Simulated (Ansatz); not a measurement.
Results of rVV10 in Ansatz (plane waves, PAW) for rock-salt BaS.

Settings: plane-wave cutoff 520 eV, 10×10×10 k mesh, Fermi–Dirac smearing 0.01 eV, scalar-relativistic PAW data made under PBE.

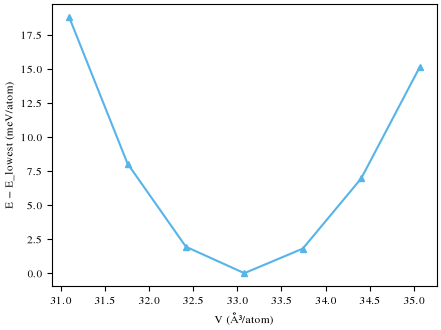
Total energy against volume

**Question.** From the curve, estimate the equilibrium volume and the bulk modulus.

**Answer.** V0 ≈ 33.1 Å³/atom and B0 ≈ 45 GPa; the fit gives V0 = 33.081 Å³/atom, B0 = 45.2 GPa, B′ = 4.5.

Measured, for comparison: equilibrium volume per atom 32.60 Å³/atom (room temperature, not corrected to a static lattice; as tabulated in Lucero et al. (2012), arXiv:1111.4515). Computed (rounded) less measured: equilibrium volume per atom +1.5 %.

Spin–orbit coupling is not included.

Computed values are for the static lattice.

Ansatz is an electronic-structure program.
